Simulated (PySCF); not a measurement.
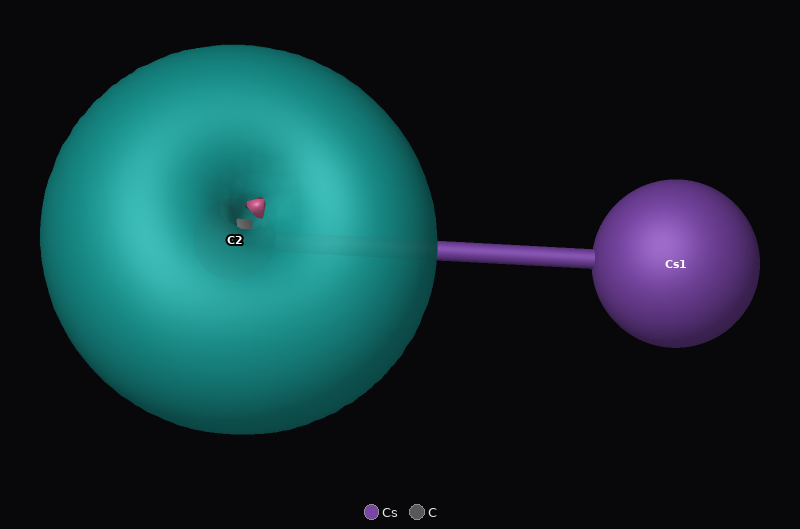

*CsC (charge +1, triplet). Isosurfaces of the spin density at +0.02 (teal) and −0.02 e/Å³ (pink), seen from one side.*

Core potentials replace the inner electrons of Cs.

The calculation used PySCF 2.14.0, PBE0/def2-TZVP, non-relativistic Hamiltonian with scalar-relativistic core potentials where named, at a bond length of 3.633 Å.

Where is the unpaired spin?

Answer. The unpaired spin (2 electrons) lies mostly on C2 (about 1.9), in electrons by Hirshfeld's partition.
